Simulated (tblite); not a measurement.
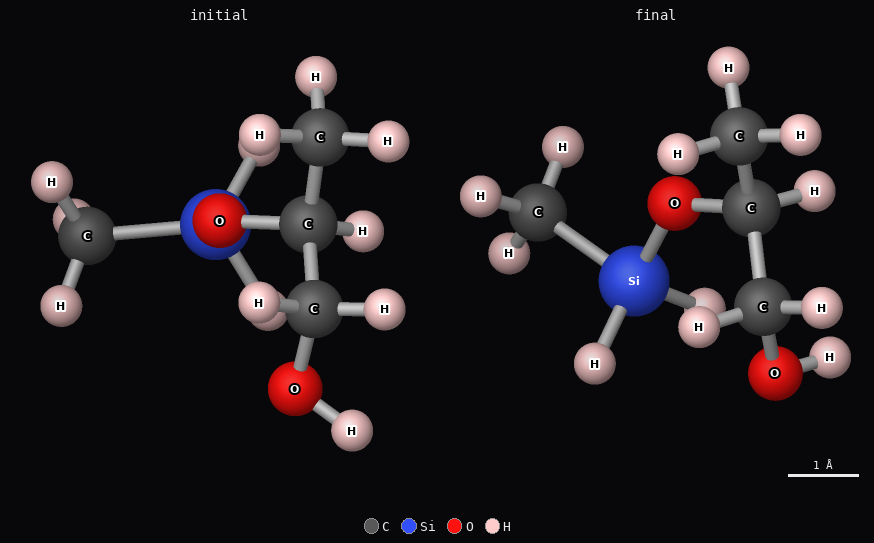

The structure of C4H12O2Si before (left) and after (right) a relaxation, at one scale.

A ball-and-stick model, seen from a free direction.

Level of theory: tblite 0.8.0, GFN2-xTB geometry optimisation, gas phase. 

**What changed between the two?**

The largest move after the best rigid fit is that of an H atom, 2.34 Å. Largest moves by element: H 2.34 Å, Si 0.93 Å, O 0.88 Å, C 0.41 Å. Some distances before and after: H–O 1.014 → 0.964 Å, O–Si 1.676 → 1.626 Å, C–H 1.125 → 1.085 Å, H–Si 1.495 → 1.463 Å. Bond angles that change, for instance: Si–O–C 115.9° → 129.9°, Si–C–H 103.9° → 112.1°, O–Si–H 107.1° → 113.7°. Groups turn about C–O by about 85°, C–O by about 65°. The energy falls by 64.0 kJ/mol in 204 geometry steps. Cost: 2.5 s on 1 thread of Arm Neoverse N1, on a shared host.
